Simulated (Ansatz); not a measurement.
```
atom    x (Å)    y (Å)    z (Å)
  Ga  -0.0038   0.2494  -0.0624
   H   0.0147   0.3051   1.5026
  Cl   1.9066   0.5744  -1.0506
   H  -1.2289   0.0058  -0.9920
   N   0.4586  -2.4747   1.4035
   H  -0.2936  -2.8155   0.8340
   H   1.3260  -2.4858   0.8994
   H   0.2592  -1.5363   1.7702
```

Not at a stationary point (largest force 1.5 eV/Å).

Level of theory: RHF/def2-SVP in Ansatz.

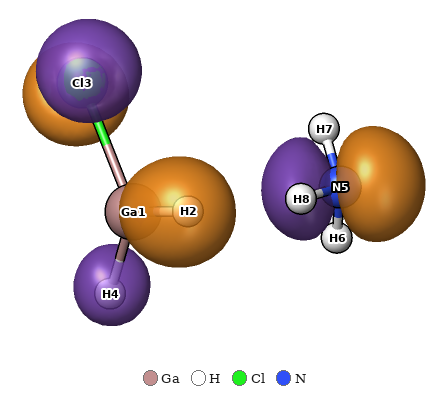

ClGaH₂···NH₃. The HOMO at ±0.15 Å⁻³ᐟ² (orange and purple are the two phases), seen across its widest extent.

**Where does this orbital lie, and at what energy?**

Its weight (Hirshfeld) is mainly on N5 (about 35 %), Cl3 (about 25 %), H2 (about 15 %) and Ga1 (about 15 %). Its energy is −11.45 eV.
